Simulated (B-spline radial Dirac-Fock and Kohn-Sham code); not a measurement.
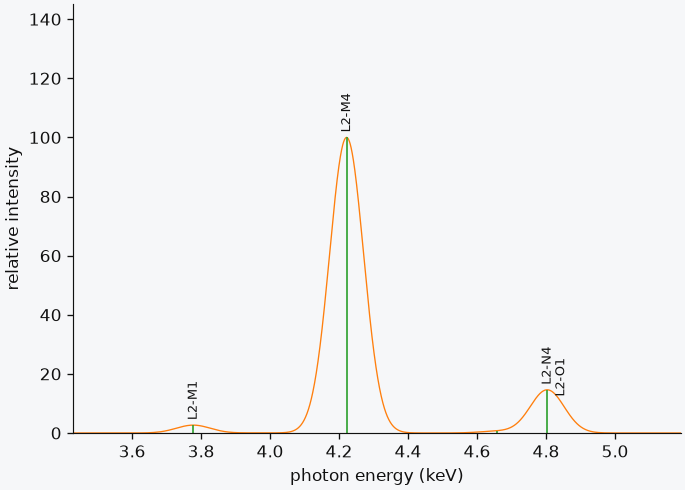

X-ray emission lines that fill an L2 (2p1/2) hole, broadened by a Gaussian of 120 eV full width, as by a silicon detector. Multiplet splitting by the open shell is left out. The figure is for I²⁺, configuration [Kr] 4d10 5s2 5p3. Level of theory: independent-particle rates on relativistic LDA orbitals of the hole state (multipoles to L = 3), energies from Dirac–Fock ΔSCF; calculated with a B-spline radial atomic code.

**What are the natural width, lifetime and fluorescence yield of the L2 hole?**

Width 2.97 eV, lifetime 0.222 fs, fluorescence yield 0.0845.
